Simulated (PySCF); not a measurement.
## Geometry relaxation of CH$_{8}$Ge$_{2}$O

System: CH$_{8}$Ge$_{2}$O, SMILES [GeH3][CH2][O][GeH3].
Method: PBE0-D3(BJ)/def2-SVP geometry optimisation, gas phase (PySCF 2.14.0).

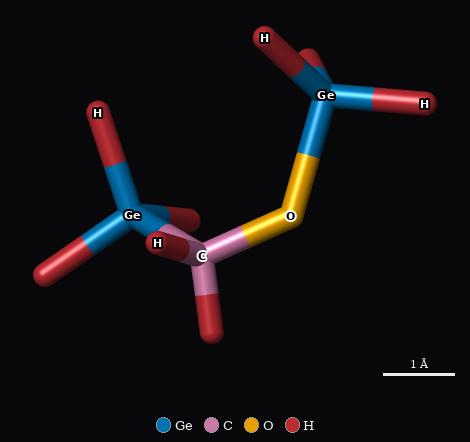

Fig. 1: The starting structure (stick view, seen at a tilt). Sticks mark near contacts. Bond lengths as drawn: C–Ge 1.95 Å, C–H 1.08 to 1.10 Å, C–O 1.40 Å, Ge–H 1.46 to 1.52 Å and Ge–O 1.77 Å.

The input:
```
{"job": {"xc": "PBE0", "basis": "def2-SVP", "d3": "d3bj", "grid": 1, "shake": 0.01, "kind": "geom"}, "charge": 0, "multiplicity": 1}
Ge    -1.702930     0.098890     0.059820
C     -0.248940    -1.141150     0.443550
O      0.992830    -0.847590    -0.127370
Ge     1.873810     0.688250    -0.147510
H     -3.003410    -0.466030     0.560560
H     -1.520990     1.447950     0.737360
H     -1.873520     0.391640    -1.406450
H     -0.139510    -1.217450     1.532550
H     -0.529520    -2.124780     0.096020
H      2.053960     1.187420     1.268680
H      1.035590     1.690830    -0.919800
H      3.102340     0.263730    -0.812310
```

The first line tells a small driver script what to run in PySCF; the rest is the geometry in Å.

Launch command:
```bash
OMP_NUM_THREADS=1 python <driver script> task.json out
```

Log:
```
step   0  E = -4270.85601920  max force = 0.025515
step   1  E = -4270.86178882  max force = 0.006843
step   2  E = -4270.86243756  max force = 0.001845
step   3  E = -4270.86257621  max force = 0.001718
step   4  E = -4270.86276820  max force = 0.001723
step   5  E = -4270.86293779  max force = 0.001675
step   6  E = -4270.86292375  max force = 0.003082
step   7  E = -4270.86315824  max force = 0.001132
step   8  E = -4270.86319678  max force = 0.000819
step   9  E = -4270.86325678  max force = 0.000616
step  10  E = -4270.86326667  max force = 0.000542
step  11  E = -4270.86328242  max force = 0.000775
step  12  E = -4270.86329971  max force = 0.000842
step  13  E = -4270.86332426  max force = 0.000613
step  14  E = -4270.86332587  max force = 0.000332
optimisation converged
```

Trajectory as extended XYZ (Å, eV, eV/Å), 15 frames, from step=0 to step=14:
```
12
Properties=species:S:1:pos:R:3:forces:R:3 step=0 energy=-116215.91177
Ge   -1.7029    0.0989    0.0598   -0.0575   0.2247   0.0519
C    -0.2489   -1.1412    0.4435    0.8190   0.5710   0.1943
O     0.9928   -0.8476   -0.1274   -0.0751  -0.3817  -0.2960
Ge    1.8738    0.6883   -0.1475   -1.1783   0.0029   0.4481
H    -3.0034   -0.4660    0.5606   -0.5767  -0.3538   0.2909
H    -1.5210    1.4480    0.7374    0.1952   0.3220   0.2588
H    -1.8735    0.3916   -1.4064    0.0450   0.0147  -0.6906
H    -0.1395   -1.2174    1.5326   -0.1911  -0.0416   0.4191
H    -0.5295   -2.1248    0.0960   -0.3408  -0.7095  -0.2467
H     2.0540    1.1874    1.2687    0.1718   0.1887   0.5192
H     1.0356    1.6908   -0.9198   -0.1237   0.3534  -0.2909
H     3.1023    0.2637   -0.8123    1.3121  -0.1908  -0.6579
12
Properties=species:S:1:pos:R:3:forces:R:3 step=1 energy=-116216.06877
Ge   -1.7688   -0.0556   -0.0804   -0.0965   0.0655  -0.0184
C    -0.2774   -1.3013    0.3281   -0.1891  -0.2214  -0.0620
O     0.9279   -1.0639   -0.3366    0.1703   0.2185  -0.0326
Ge    1.8403    0.4789   -0.2879    0.2176  -0.1157  -0.1007
H    -3.0940   -0.6522    0.4642    0.1579   0.0675  -0.0515
H    -1.5231    1.3125    0.6082   -0.0280  -0.0985  -0.0647
H    -1.8955    0.1820   -1.6056    0.0168  -0.0487   0.1492
H    -0.1596   -1.3314    1.4307    0.0440   0.0363  -0.0161
H    -0.6205   -2.3147    0.0314    0.0442   0.1872   0.0792
H     2.0546    0.9350    1.1828   -0.0499  -0.0917  -0.1787
H     1.0626    1.5621   -1.0802    0.0644  -0.1083   0.0983
H     3.1822    0.1201   -0.9909   -0.3519   0.1092   0.1981
12
Properties=species:S:1:pos:R:3:forces:R:3 step=2 energy=-116216.08643
Ge   -1.7668   -0.0555   -0.0930    0.0025   0.0226  -0.0048
C    -0.2737   -1.2929    0.3200   -0.0572  -0.0237   0.0612
O     0.9257   -1.0599   -0.3592    0.0225  -0.0037  -0.0949
Ge    1.8377    0.4720   -0.2800    0.0530  -0.0316  -0.0110
H    -3.0726   -0.6335    0.4861   -0.0004  -0.0041   0.0124
H    -1.5140    1.3260    0.5473   -0.0050   0.0025  -0.0057
H    -1.9157    0.1323   -1.6134    0.0023  -0.0151  -0.0089
H    -0.1350   -1.2975    1.4202   -0.0044   0.0114   0.0068
H    -0.6209   -2.3065    0.0524    0.0300   0.0180   0.0046
H     2.0619    0.8637    1.1944   -0.0085  -0.0057   0.0213
H     1.0489    1.5749   -1.0122   -0.0073   0.0134   0.0016
H     3.1533    0.1483   -0.9990   -0.0274   0.0161   0.0172
12
Properties=species:S:1:pos:R:3:forces:R:3 step=3 energy=-116216.09020
Ge   -1.7771   -0.0588   -0.1049    0.0214   0.0048  -0.0124
C    -0.2730   -1.2800    0.3170    0.0105   0.0259   0.0688
O     0.9187   -1.0521   -0.3807   -0.0348  -0.0282  -0.0883
Ge    1.8467    0.4670   -0.2721   -0.0143   0.0108   0.0490
H    -3.0691   -0.6312    0.5073   -0.0185  -0.0092   0.0165
H    -1.5276    1.3404    0.4940   -0.0018   0.0116   0.0003
H    -1.9453    0.0831   -1.6275   -0.0020  -0.0064  -0.0194
H    -0.1207   -1.2636    1.4154   -0.0121   0.0060   0.0031
H    -0.6160   -2.2987    0.0713    0.0089  -0.0290  -0.0055
H     2.0942    0.8009    1.2124    0.0004   0.0066   0.0269
H     1.0538    1.6018   -0.9482   -0.0057   0.0166  -0.0085
H     3.1442    0.1624   -1.0203    0.0481  -0.0095  -0.0303
12
Properties=species:S:1:pos:R:3:forces:R:3 step=4 energy=-116216.09542
Ge   -1.8065   -0.0703   -0.1310    0.0253  -0.0249  -0.0166
C    -0.2729   -1.2465    0.3112    0.0779   0.0384   0.0335
O     0.8976   -1.0260   -0.4286   -0.0858   0.0004  -0.0531
Ge    1.8713    0.4582   -0.2522   -0.0394   0.0279   0.0886
H    -3.0673   -0.6333    0.5519   -0.0239  -0.0038   0.0093
H    -1.5739    1.3658    0.3782    0.0061   0.0159   0.0009
H    -2.0166   -0.0270   -1.6543   -0.0064   0.0020  -0.0146
H    -0.0935   -1.1848    1.4041   -0.0146  -0.0010  -0.0005
H    -0.6019   -2.2789    0.1119   -0.0144  -0.0536   0.0031
H     2.1732    0.6675    1.2459    0.0070   0.0118   0.0136
H     1.0860    1.6623   -0.8068   -0.0019   0.0096  -0.0155
H     3.1332    0.1843   -1.0666    0.0701  -0.0227  -0.0487
12
Properties=species:S:1:pos:R:3:forces:R:3 step=5 energy=-116216.10004
Ge   -1.8421   -0.0878   -0.1565    0.0143  -0.0325  -0.0058
C    -0.2733   -1.2082    0.3045    0.0736   0.0020  -0.0063
O     0.8708   -0.9856   -0.4775   -0.0861   0.0483  -0.0132
Ge    1.9001    0.4520   -0.2297   -0.0163   0.0090   0.0600
H    -3.0711   -0.6390    0.5939   -0.0158   0.0052  -0.0022
H    -1.6327    1.3807    0.2622    0.0160   0.0105  -0.0041
H    -2.0923   -0.1413   -1.6736   -0.0074   0.0026  -0.0055
H    -0.0694   -1.1015    1.3895   -0.0124  -0.0027  -0.0007
H    -0.5823   -2.2553    0.1517   -0.0102  -0.0371   0.0133
H     2.2516    0.5365    1.2707    0.0073   0.0078  -0.0011
H     1.1411    1.7206   -0.6666   -0.0008   0.0021  -0.0082
H     3.1282    0.2004   -1.1049    0.0379  -0.0153  -0.0263
12
Properties=species:S:1:pos:R:3:forces:R:3 step=6 energy=-116216.09966
Ge   -1.9613   -0.1528   -0.2204   -0.0043  -0.0291   0.0332
C    -0.2791   -1.0650    0.2837   -0.0187  -0.1096  -0.0784
O     0.7740   -0.8018   -0.6103    0.0192   0.1585   0.1110
Ge    1.9964    0.4279   -0.1684    0.0332  -0.0542  -0.0473
H    -3.0948   -0.6598    0.6989   -0.0006   0.0177  -0.0267
H    -1.8566    1.3776   -0.0688    0.0511  -0.0001  -0.0094
H    -2.2920   -0.4891   -1.6849   -0.0153   0.0043   0.0082
H    -0.0242   -0.8295    1.3370   -0.0277   0.0044  -0.0146
H    -0.4915   -2.1484    0.2566   -0.0040  -0.0077   0.0318
H     2.4699    0.1075    1.2662    0.0108   0.0194  -0.0248
H     1.3776    1.8401   -0.2159   -0.0192  -0.0125  -0.0044
H     3.1105    0.2647   -1.2100   -0.0246   0.0090   0.0215
12
Properties=species:S:1:pos:R:3:forces:R:3 step=7 energy=-116216.10604
Ge   -1.9011   -0.1257   -0.1960   -0.0112  -0.0114   0.0057
C    -0.2775   -1.1460    0.2954    0.0066  -0.0400  -0.0283
O     0.8194   -0.8954   -0.5453   -0.0225   0.0582   0.0469
Ge    1.9470    0.4458   -0.1915    0.0038  -0.0141  -0.0192
H    -3.0888   -0.6390    0.6458   -0.0026   0.0154  -0.0107
H    -1.7202    1.3813    0.0765    0.0212  -0.0046  -0.0100
H    -2.2011   -0.3279   -1.6918   -0.0056  -0.0004   0.0076
H    -0.0478   -0.9678    1.3653   -0.0050  -0.0035   0.0037
H    -0.5386   -2.2159    0.2138    0.0273   0.0075  -0.0001
H     2.3824    0.3245    1.2846    0.0019   0.0026  -0.0112
H     1.2439    1.7985   -0.4258    0.0013  -0.0087   0.0011
H     3.1112    0.2391   -1.1672   -0.0151  -0.0011   0.0145
12
Properties=species:S:1:pos:R:3:forces:R:3 step=8 energy=-116216.10709
Ge   -1.9030   -0.1314   -0.1999   -0.0109  -0.0080   0.0062
C    -0.2784   -1.1471    0.2971   -0.0124  -0.0347  -0.0121
O     0.8146   -0.8871   -0.5446    0.0008   0.0421   0.0295
Ge    1.9465    0.4489   -0.1874    0.0068  -0.0073  -0.0235
H    -3.0953   -0.6298    0.6444    0.0006   0.0135  -0.0065
H    -1.7104    1.3764    0.0597    0.0141  -0.0040  -0.0082
H    -2.2046   -0.3422   -1.6941   -0.0036  -0.0040   0.0053
H    -0.0505   -0.9647    1.3667   -0.0035  -0.0027   0.0039
H    -0.5300   -2.2194    0.2180    0.0195   0.0091  -0.0041
H     2.3934    0.3168    1.2841   -0.0004   0.0005  -0.0068
H     1.2436    1.8040   -0.4072    0.0027  -0.0052   0.0021
H     3.1029    0.2469   -1.1731   -0.0137   0.0006   0.0143
12
Properties=species:S:1:pos:R:3:forces:R:3 step=9 energy=-116216.10872
Ge   -1.9239   -0.1579   -0.2183    0.0014   0.0052  -0.0064
C    -0.2827   -1.1338    0.3001   -0.0274  -0.0029   0.0228
O     0.7906   -0.8384   -0.5549    0.0317  -0.0003   0.0032
Ge    1.9575    0.4577   -0.1689   -0.0017  -0.0037  -0.0174
H    -3.1175   -0.6019    0.6533    0.0063   0.0038   0.0071
H    -1.7081    1.3578   -0.0338   -0.0015  -0.0005  -0.0037
H    -2.2392   -0.4331   -1.6987   -0.0032  -0.0111   0.0007
H    -0.0574   -0.9248    1.3654   -0.0011  -0.0038  -0.0002
H    -0.4930   -2.2160    0.2408    0.0035   0.0081  -0.0175
H     2.4524    0.2430    1.2768   -0.0017  -0.0012   0.0027
H     1.2745    1.8342   -0.2958    0.0002   0.0028   0.0028
H     3.0756    0.2847   -1.2024   -0.0065   0.0035   0.0060
12
Properties=species:S:1:pos:R:3:forces:R:3 step=10 energy=-116216.10899
Ge   -1.9306   -0.1664   -0.2256    0.0020   0.0063  -0.0075
C    -0.2836   -1.1273    0.3003   -0.0180   0.0103   0.0189
O     0.7842   -0.8224   -0.5589    0.0279  -0.0111  -0.0025
Ge    1.9616    0.4603   -0.1620   -0.0025   0.0019  -0.0062
H    -3.1199   -0.5925    0.6603    0.0043   0.0012   0.0086
H    -1.7116    1.3521   -0.0713   -0.0031  -0.0004  -0.0044
H    -2.2538   -0.4705   -1.6987   -0.0033  -0.0097   0.0014
H    -0.0592   -0.9096    1.3639   -0.0027  -0.0065   0.0013
H    -0.4814   -2.2120    0.2464   -0.0019   0.0028  -0.0149
H     2.4711    0.2149    1.2738   -0.0004   0.0000   0.0020
H     1.2850    1.8428   -0.2539   -0.0008   0.0021   0.0026
H     3.0670    0.3018   -1.2107   -0.0015   0.0032   0.0007
12
Properties=species:S:1:pos:R:3:forces:R:3 step=11 energy=-116216.10942
Ge   -1.9442   -0.1860   -0.2446    0.0019   0.0033  -0.0004
C    -0.2844   -1.1122    0.2994    0.0134   0.0399  -0.0048
O     0.7739   -0.7876   -0.5665    0.0055  -0.0310  -0.0062
Ge    1.9703    0.4678   -0.1440   -0.0033   0.0122   0.0192
H    -3.1191   -0.5664    0.6805   -0.0003  -0.0038   0.0071
H    -1.7205    1.3374   -0.1685   -0.0036   0.0010  -0.0067
H    -2.2905   -0.5657   -1.6946   -0.0040  -0.0034   0.0004
H    -0.0643   -0.8770    1.3599   -0.0064  -0.0122   0.0050
H    -0.4565   -2.2014    0.2553   -0.0097  -0.0091  -0.0043
H     2.5146    0.1522    1.2652    0.0034   0.0027  -0.0005
H     1.3031    1.8581   -0.1514   -0.0046  -0.0004   0.0008
H     3.0463    0.3521   -1.2271    0.0078   0.0008  -0.0096
12
Properties=species:S:1:pos:R:3:forces:R:3 step=12 energy=-116216.10989
Ge   -1.9413   -0.1890   -0.2500    0.0019  -0.0010   0.0055
C    -0.2825   -1.1147    0.2980    0.0258   0.0433  -0.0183
O     0.7800   -0.7900   -0.5634   -0.0077  -0.0340  -0.0029
Ge    1.9675    0.4728   -0.1385   -0.0040   0.0183   0.0245
H    -3.1105   -0.5546    0.6882   -0.0032  -0.0038   0.0044
H    -1.7130    1.3345   -0.1939   -0.0032   0.0014  -0.0082
H    -2.2985   -0.5872   -1.6923   -0.0028   0.0002  -0.0004
H    -0.0661   -0.8816    1.3596   -0.0064  -0.0132   0.0063
H    -0.4550   -2.2035    0.2502   -0.0102  -0.0115   0.0024
H     2.5175    0.1567    1.2684    0.0032   0.0019  -0.0014
H     1.2889    1.8578   -0.1384   -0.0033  -0.0011  -0.0001
H     3.0419    0.3701   -1.2242    0.0100  -0.0005  -0.0118
12
Properties=species:S:1:pos:R:3:forces:R:3 step=13 energy=-116216.11056
Ge   -1.9257   -0.1897   -0.2572   -0.0012  -0.0078   0.0149
C    -0.2752   -1.1298    0.2943    0.0315   0.0250  -0.0290
O     0.8046   -0.8143   -0.5489   -0.0254  -0.0187   0.0063
Ge    1.9539    0.4861   -0.1298   -0.0008   0.0176   0.0150
H    -3.0861   -0.5332    0.7006   -0.0033  -0.0008  -0.0033
H    -1.6864    1.3325   -0.2263   -0.0016   0.0015  -0.0073
H    -2.3040   -0.6069   -1.6888    0.0006   0.0033  -0.0031
H    -0.0690   -0.9126    1.3613   -0.0027  -0.0068   0.0064
H    -0.4615   -2.2156    0.2316   -0.0043  -0.0088   0.0095
H     2.5053    0.2028    1.2836    0.0005  -0.0013  -0.0017
H     1.2351    1.8506   -0.1485    0.0014  -0.0022  -0.0016
H     3.0375    0.4015   -1.2082    0.0054  -0.0009  -0.0060
12
Properties=species:S:1:pos:R:3:forces:R:3 step=14 energy=-116216.11060
Ge   -1.9287   -0.1944   -0.2602   -0.0006  -0.0042   0.0089
C    -0.2741   -1.1257    0.2939    0.0171   0.0102  -0.0169
O     0.8033   -0.8079   -0.5510   -0.0131  -0.0070   0.0078
Ge    1.9559    0.4883   -0.1261    0.0007   0.0056   0.0041
H    -3.0866   -0.5317    0.7028   -0.0010  -0.0012  -0.0030
H    -1.6929    1.3287   -0.2452   -0.0002   0.0008  -0.0035
H    -2.3097   -0.6246   -1.6873    0.0003   0.0017  -0.0028
H    -0.0687   -0.9055    1.3606   -0.0011  -0.0017   0.0029
H    -0.4567   -2.2127    0.2352   -0.0014  -0.0026   0.0054
H     2.5148    0.1912    1.2813    0.0000  -0.0004  -0.0014
H     1.2382    1.8533   -0.1286   -0.0013  -0.0011  -0.0008
H     3.0339    0.4125   -1.2115    0.0005  -0.0001  -0.0006
```

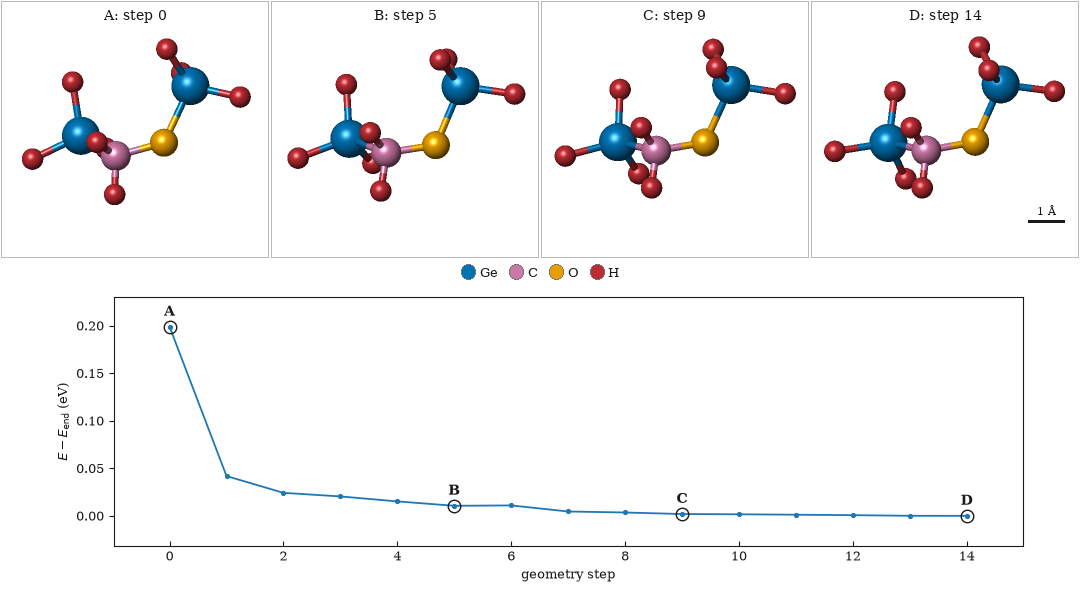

Fig. 2: Frames of the relaxation (ball-and-stick view, seen at a tilt) above the curves, on which the letters mark them (steps are counted from 0).

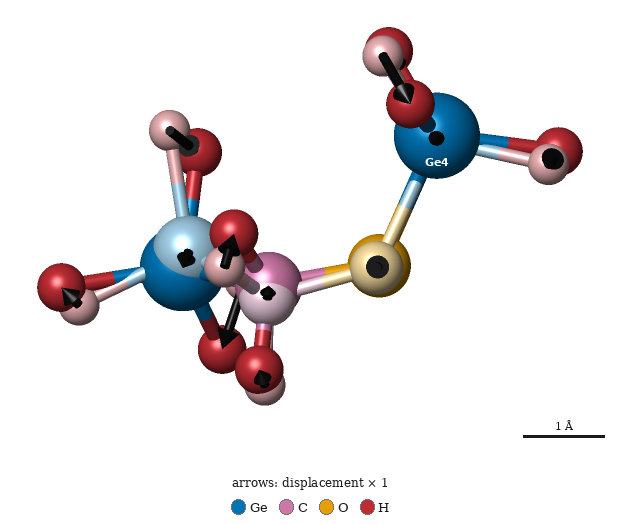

Fig. 3: Start (faint) and end (solid) with the displacements as black arrows, at true length (ball-and-stick view, seen at a tilt). The two geometries are laid on each other by the best rigid fit. The energy falls by 0.199 eV in 14 geometry steps. Largest force component: 1.3 eV/Å at the start, 0.017 eV/Å at the end. H11 moves most after the best rigid fit: 1.04 Å. Largest moves by element: H 1.04 Å, O 0.42 Å, Ge 0.28 Å, C 0.19 Å. Distances before and after: Ge4–H12 1.460 → 1.532 Å, Ge1–H5 1.504 → 1.543 Å, Ge4–H10 1.512 → 1.543 Å, Ge1–C2 1.949 → 1.978 Å. Among the angles that change: C2–O3–Ge4 129.0° → 121.0°, Ge1–C2–O3 116.7° → 111.5°, O3–Ge4–H12 99.9° → 104.5°. (Atoms are counted from 1 in the order of the input.)

Results in brief:

```csv
quantity,value
outcome,converged
total energy,−4270.863326 hartree
dipole moment,1.31 D
point group,C1
hardware,"1 CPU thread, shared host"
wall time,2.1 min
peak memory,0.56 GiB
```
